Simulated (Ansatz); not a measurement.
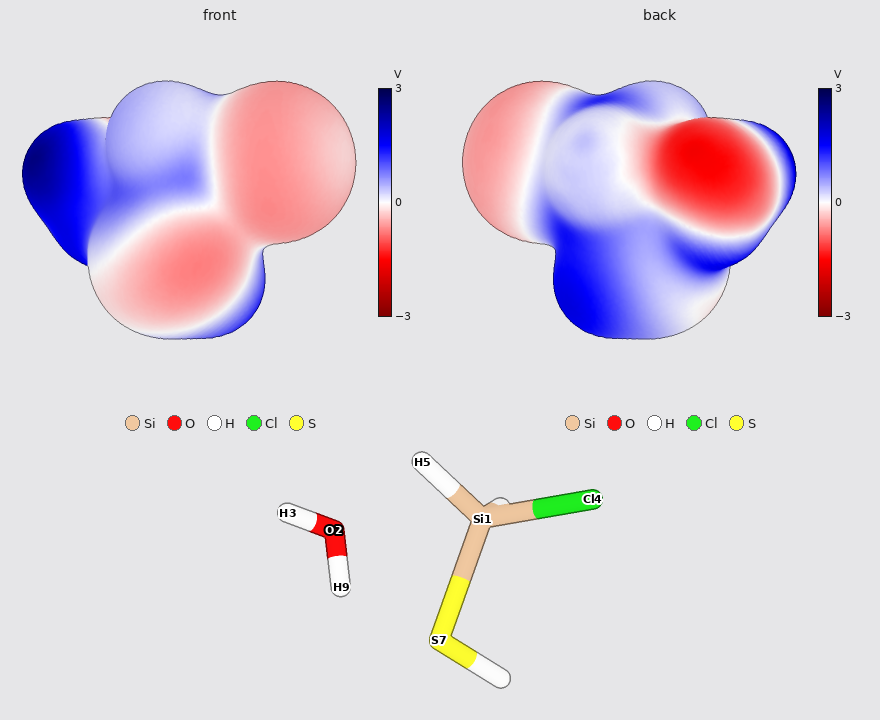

Figure. ClH3SSi···H2O. The electrostatic potential painted on the density surface at 0.002 e/bohr³, seen from the front and from behind; the colour scale runs from red (negative) to blue (positive). The bare structure is drawn below in the same view.

Level of theory: RKS PBE0/def2-SVP in Ansatz 0.2.0.

```xyz
9

Si    0.6119    0.2839   -0.2285
O    -0.7250   -0.0932    2.3422
H    -1.5288    0.4374    2.3810
Cl    1.5123    0.3114   -2.1020
H    -0.8131    0.6372   -0.4227
H     0.8794   -1.0595    0.3317
S     1.4621    1.8543    0.9822
H     2.6896    1.2930    1.0458
H    -0.0313    0.5304    2.6006
```

Q: Describe the electrostatic potential map.

A: The most negative region (about −1.5 V, or −35 kcal/mol for a unit charge) lies over O2, the most positive (about +2.4 V, or +55 kcal/mol for a unit charge) over H3. O2 is the likeliest acceptor of a hydrogen bond.
